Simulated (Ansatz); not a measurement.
**SiH4 (singlet): one geometry, many settings at distance Si1–H5 = 1.360 Å**

What do other methods and options give for SiH4 (singlet) at this geometry, and how long do they take?

Program: Ansatz 0.2.0, Gaussian basis. Level of theory: the settings change from run to run. These are calculated values, not measurements.

22 further runs of the same task are left out: 18 that didn't finish, 4 set aside as unsound or not needed.

### 1 What is computed

The geometry derives from a PBE0/def2-TZVP stationary point (not a proven minimum). One bond is set to the value named and the two fragments are kept rigid.

5 atoms, charge 0, spin multiplicity 1.

Atoms are counted from 1 here; the program's logs count them from 0.

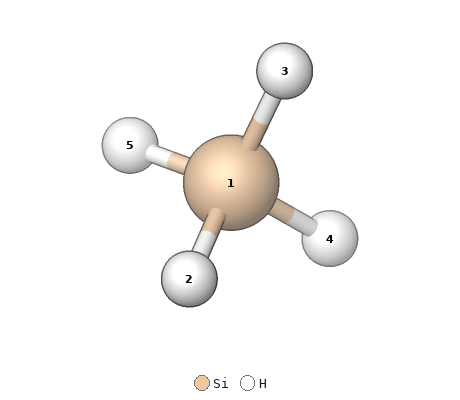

The geometry (silicon light orange, hydrogen white); atoms are numbered from 1 in the order of the file.

### 2 CCSDT on UHF/6-31G

The input, in.yaml:

```yaml
crystal:
  periodic: [false, false, false]
  atoms:
    - {symbol: Si, position_ang: [0.002261, -0.002265, -0.002247]}
    - {symbol: H, position_ang: [0.858111, 0.856479, 0.854585]}
    - {symbol: H, position_ang: [-0.857288, -0.856692, 0.855197]}
    - {symbol: H, position_ang: [-0.852470, 0.853270, -0.863394]}
    - {symbol: H, position_ang: [0.788638, -0.789944, -0.783767]}
basis:
  gaussian: {orbitals: 6-31G}
magnetization: {spin_polarized: true, initial_magnetization: 0}
correlation: {method: ccsdt, electrons: outside_noble_gas}
output: {forces: true}
```

Command:

```bash
ansatz run in.yaml --threads 1 --pin off --events-out ev --progress --plain --max-ram 2393MiB
```

The program printed, cut to the lines that bear on the results:

```text
Functional definition: HF
  name "HF"
  cite "Fock, Z. Phys. 61, 126 (1930) doi:10.1007/BF01340294"
  parent pbe
[...]
461 factors; integrals over basis functions are off by at most 3.6e-8 eV
[...]
mean field -7923.04840255 eV, -291.1666583585 hartree, gradient 2.2e-6 eV, S^2 0.000000; 0 other end points of the search recorded, 0 dependent functions left out
5 core orbitals not correlated: weight in the atoms' cores, before any rotation towards them, 1.000 or more for the frozen orbitals, at most 0.000 for the correlated occupied ones
reference -7923.04840255 eV, -291.1666583585 hartree; 4, 4 occupied and 12, 12 virtual orbitals, 461 factors
second order -1.64733708 eV of doubles, -0.00000000 eV of singles
cycle   1  -2.06656895 eV  change   -4.2e-1 eV  update   5.2e-2
[...]
cycle  10  -2.29620713 eV  change   -3.9e-7 eV  update   1.9e-7
[...]
Total energy: -7925.34460968 eV, -291.2510424142 hartree
Atom 0 at     0.002261    -0.002265    -0.002247 Å, force    -1.696927     1.699738     1.686445 eV/Å
Atom 1 at     0.858111     0.856479     0.854585 Å, force     0.293780     0.341705     0.340813 eV/Å
Atom 2 at    -0.857288    -0.856692     0.855197 Å, force    -0.341965    -0.293216     0.341040 eV/Å
Atom 3 at    -0.852470     0.853270    -0.863394 Å, force    -0.340179     0.340516    -0.295888 eV/Å
Atom 4 at     0.788638    -0.789944    -0.783767 Å, force     2.085291    -2.088743    -2.072410 eV/Å
Dipole moment:     0.022674    -0.022711    -0.022534 e Å
```

Wall time 1.8 s (1 thread of Arm Neoverse V1, shared host).

From the report: ⟨S²⟩ of the determinant 0.000 (pure singlet: 0.00); correlation -2.2962 eV; T1 0.008; largest double amplitude 0.04.

### 3 CCSDT/6-31G

Edit in.yaml of step 2 so:

```diff
@@ -10,4 +10,5 @@
   gaussian: {orbitals: 6-31G}
-magnetization: {spin_polarized: true, initial_magnetization: 0}
-correlation: {method: ccsdt, electrons: outside_noble_gas}
+magnetization: {spin_polarized: false}
+hamiltonian: {xc: {name: r2SCAN}}
+correlation: {method: ccsdt, electrons: valence}
 output: {forces: true}
```

The command is unchanged.

The program printed, cut to the lines that bear on the results:

```text
Functional definition: r2SCAN
  name "r2SCAN"
  cite "Furness, Kaplan, Ning, Perdew & Sun, J. Phys. Chem. Lett. 11, 8208 (2020) doi:10.1021/acs.jpclett.0c02405"
  cite "Furness, Kaplan, Ning, Perdew & Sun, J. Phys. Chem. Lett. 11, 9248 (2020) doi:10.1021/acs.jpclett.0c03077"
  parent r2scan
[...]
461 factors; integrals over basis functions are off by at most 3.6e-8 eV
[...]
mean field -7939.87788057 eV, -291.7851302683 hartree, gradient 2.5e-6 eV, S^2 0.000000; 0 other end points of the search recorded, 0 dependent functions left out
5 core orbitals not correlated: weight in the atoms' cores, before any rotation towards them, 1.000 or more for the frozen orbitals, at most 0.000 for the correlated occupied ones
reference -7922.90288069 eV, -291.1613105290 hartree; 4, 4 occupied and 12, 12 virtual orbitals, 461 factors
second order -1.70064422 eV of doubles, -0.09346853 eV of singles
cycle   1  -2.19842438 eV  change   -4.1e-1 eV  update   4.9e-2
[...]
cycle   9  -2.40670050 eV  change    9.8e-7 eV  update   9.6e-7
[...]
Total energy: -7925.30958119 eV, -291.2497551410 hartree
Atom 0 at     0.002261    -0.002265    -0.002247 Å, force    -1.696280     1.699097     1.685803 eV/Å
Atom 1 at     0.858111     0.856479     0.854585 Å, force     0.294993     0.342972     0.342078 eV/Å
Atom 2 at    -0.857288    -0.856692     0.855197 Å, force    -0.343237    -0.294429     0.342309 eV/Å
Atom 3 at    -0.852470     0.853270    -0.863394 Å, force    -0.341441     0.341778    -0.297109 eV/Å
Atom 4 at     0.788638    -0.789944    -0.783767 Å, force     2.085966    -2.089419    -2.073081 eV/Å
Dipole moment:     0.022713    -0.022750    -0.022572 e Å
```

Run time: 2.1 s. Hardware: 1 thread of Arm Neoverse V1, shared host.

From the report: correlation -2.4067 eV; T1 0.013; largest double amplitude 0.04. The orbitals are Kohn-Sham ones, so correlation energy and T1 don't compare with those on Hartree-Fock orbitals.

### 4 CASSCF(8,7)/6-31G*

Edit in.yaml of step 3 so:

```diff
@@ -9,6 +9,5 @@
 basis:
-  gaussian: {orbitals: 6-31G}
-magnetization: {spin_polarized: false}
-hamiltonian: {xc: {name: r2SCAN}}
-correlation: {method: ccsdt, electrons: valence}
-output: {forces: true}
+  gaussian: {orbitals: "6-31G*"}
+correlation: {active_space: {window: {electrons: 8, orbitals: 7}}}
+accuracy: high
+scf: {lower_state_search: light}
```

Launched as before.

The program printed:

```text
Functional definition: HF
  name "HF"
  cite "Fock, Z. Phys. 61, 126 (1930) doi:10.1007/BF01340294"
  parent pbe
  exchange = exact_x
  correlation = 0
552 factors; integrals over basis functions are off by at most 2.8e-9 eV
mean field evaluation 1: about -7923.9763 eV, gradient 9.2e0 eV
mean field evaluation 2: about -7923.9829 eV, gradient 9.3e0 eV
mean field evaluation 4: about -7924.4761 eV, gradient 3.0e-1 eV
mean field evaluation 8: about -7924.4766 eV, gradient 2.4e-5 eV
mean field -7924.47658916 eV, -291.2191432485 hartree, gradient 2.6e-8 eV, S^2 0.000000; 0 other end points of the search recorded, 0 dependent functions left out
reference -7924.47658916 eV, -291.2191432485 hartree; 9, 9 occupied and 18, 18 virtual orbitals, 552 factors
state -7925.62579107 eV, -291.2613756397 hartree
Total energy: -7925.62579107 eV, -291.2613756397 hartree
```

Run time: 3 s. Hardware: 1 thread of Arm Neoverse V1, shared host.

From the report: 1,225 determinants; active occupations 2.00, 1.98, 1.98, 1.98, 0.02, 0.02, 0.02.

### 5 CCSDT(Q)/B/6-31G

Edit in.yaml of step 4 so:

```diff
@@ -9,5 +9,6 @@
 basis:
-  gaussian: {orbitals: "6-31G*"}
-correlation: {active_space: {window: {electrons: 8, orbitals: 7}}}
-accuracy: high
-scf: {lower_state_search: light}
+  gaussian: {orbitals: 6-31G}
+magnetization: {spin_polarized: false}
+hamiltonian: {xc: {name: r2SCAN}}
+correlation: {method: ccsdt_q_b, electrons: outside_noble_gas, diis_vectors: 1}
+scf: {lower_state_search: off}
```

Same command.

The program printed, cut to the lines that bear on the results:

```text
Functional definition: r2SCAN
  name "r2SCAN"
  cite "Furness, Kaplan, Ning, Perdew & Sun, J. Phys. Chem. Lett. 11, 8208 (2020) doi:10.1021/acs.jpclett.0c02405"
  cite "Furness, Kaplan, Ning, Perdew & Sun, J. Phys. Chem. Lett. 11, 9248 (2020) doi:10.1021/acs.jpclett.0c03077"
  parent r2scan
[...]
461 factors; integrals over basis functions are off by at most 3.6e-8 eV
[...]
mean field -7939.87788057 eV, -291.7851302683 hartree, gradient 2.5e-6 eV, S^2 0.000000; 0 other end points of the search recorded, 0 dependent functions left out
5 core orbitals not correlated: weight in the atoms' cores, before any rotation towards them, 1.000 or more for the frozen orbitals, at most 0.000 for the correlated occupied ones
reference -7922.90288069 eV, -291.1613105290 hartree; 4, 4 occupied and 12, 12 virtual orbitals, 461 factors
second order -1.70064422 eV of doubles, -0.09346853 eV of singles
cycle   1  -2.19842438 eV  change   -4.1e-1 eV  update   4.9e-2
[...]
cycle  11  -2.40670086 eV  change    5.4e-7 eV  update   6.6e-7
perturbative correction -0.00059926 eV, -0.0000220225 hartree
Total energy: -7925.31018082 eV, -291.2497771769 hartree
Checks for a lower state left out: stability, starts, cluster_reference, orbital_swaps, neighbouring_geometries, increment
```

It took 1.1 s on 1 thread of Arm Neoverse V1, shared host.

From the report: correlation -2.4073 eV; T1 0.013; largest double amplitude 0.04. The orbitals are Kohn-Sham ones, so correlation energy and T1 don't compare with those on Hartree-Fock orbitals.

### 6 CCSDT(Q)/B on RHF/STO-3G

Edit in.yaml of step 5 so:

```diff
@@ -9,6 +9,6 @@
 basis:
-  gaussian: {orbitals: 6-31G}
+  gaussian: {orbitals: STO-3G}
 magnetization: {spin_polarized: false}
-hamiltonian: {xc: {name: r2SCAN}}
-correlation: {method: ccsdt_q_b, electrons: outside_noble_gas, diis_vectors: 1}
-scf: {lower_state_search: off}
+correlation: {method: ccsdt_q_b, electrons: all}
+accuracy: high
+output: {forces: true}
```

Same command.

The program printed, cut to the lines that bear on the results:

```text
Functional definition: HF
  name "HF"
  cite "Fock, Z. Phys. 61, 126 (1930) doi:10.1007/BF01340294"
  parent pbe
[...]
201 factors; integrals over basis functions are off by at most 7.3e-9 eV
[...]
mean field -7834.39844827 eV, -287.9088326278 hartree, gradient 1.6e-8 eV, S^2 0.000000; 1 other end points of the search recorded, 0 dependent functions left out
reference -7834.39844827 eV, -287.9088326278 hartree; 9, 9 occupied and 4, 4 virtual orbitals, 201 factors
second order -1.31186407 eV of doubles, -0.00000000 eV of singles
cycle   1  -1.70058758 eV  change   -3.9e-1 eV  update   5.1e-2
[...]
cycle  16  -1.93511271 eV  change    1.5e-9 eV  update   1.2e-9
perturbative correction -0.00041680 eV, -0.0000153172 hartree
[...]
Total energy: -7836.33397778 eV, -287.9799620255 hartree
Atom 0 at     0.002261    -0.002265    -0.002247 Å, force    -2.064696     2.068117     2.051943 eV/Å
Atom 1 at     0.858111     0.856479     0.854585 Å, force    -0.543929    -0.522432    -0.521334 eV/Å
Atom 2 at    -0.857288    -0.856692     0.855197 Å, force     0.522952     0.543062    -0.521714 eV/Å
Atom 3 at    -0.852470     0.853270    -0.863394 Å, force     0.519956    -0.520437     0.547152 eV/Å
Atom 4 at     0.788638    -0.789944    -0.783767 Å, force     1.565718    -1.568311    -1.556047 eV/Å
Dipole moment:     0.005417    -0.005426    -0.005384 e Å
```

Run time: 12 s. Hardware: 1 thread of Arm Neoverse V1, shared host; peak memory 0.28 GiB.

From the report: correlation -1.9355 eV; T1 0.002; largest double amplitude 0.08.

### 7 All runs side by side

Where basis and cores are those of an earlier FCI/6-31G run (-7925.3454 eV), and the state is the same kind, the miss against it is given.

| level | correlated | functions | energy (eV) | from FCI (meV) | time |
| --- | --- | --- | --- | --- | --- |
| CCSDT on UHF/6-31G | outside noble gas | 21 | -7925.3446 | 0.8 | 1.8 s |
| CCSDT/6-31G (on r2SCAN orbitals) | valence | 21 | -7925.3096 | 35.9 | 2.1 s |
| CASSCF(8,7)/6-31G* |  | 27 | -7925.6258 |  | 3 s |
| CCSDT(Q)/B/6-31G (on r2SCAN orbitals) | outside noble gas | 21 | -7925.3102 | 35.3 | 1.1 s |
| CCSDT(Q)/B on RHF/STO-3G | all | 13 | -7836.3340 |  | 12 s |

### 8 Results

| quantity | value |
| --- | --- |
| runs | 5 |
| quickest | CCSDT(Q)/B/6-31G (on r2SCAN orbitals), 1.1 s |
| slowest | CCSDT(Q)/B on RHF/STO-3G, 12 s |

What this shows: Total energies in different bases, with other cores or another treatment of relativity can't be set against each other. CCSDT(Q)/B on RHF/STO-3G took 10 times as long as CCSDT(Q)/B/6-31G (on r2SCAN orbitals); the jobs differ in more than the method. Among the correlated runs with a miss given, it spans +1 to +36 meV. Cores frozen from Kohn-Sham orbitals shift the total energy.
